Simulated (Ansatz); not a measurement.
```xyz
6

F     0.0960    0.5665   -2.1432
H     0.3170   -0.0154   -1.4369
C    -0.1105   -0.1294    0.9037
O     0.4745   -0.7649    0.0671
H    -0.1248   -0.4555    1.9574
H    -0.6522    0.7987    0.6518
```

Geometry: PBE0-D4/def2-TZVP.

Method: RKS PBE0-D4/def2-TZVPPD (Ansatz 0.2.0).

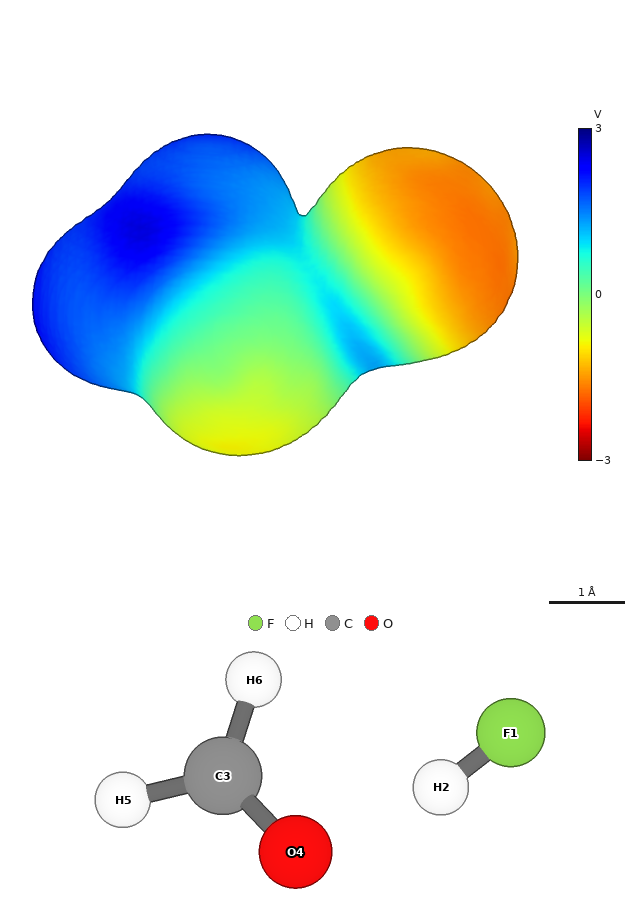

HF···CH2O (SMILES F.C=O). The molecular electrostatic potential painted on the density surface at 0.004 e/bohr³, seen at a tilt; the colour scale runs from red (negative) to blue (positive). The bare structure is drawn below in the same view.

Which sites attract a positive test charge, and which a negative one?

A positive charge is drawn to the negative regions and a negative charge to the positive ones. The most negative region (about −1.7 V) lies over F1, the most positive (about +2.5 V) over the π face of C3.
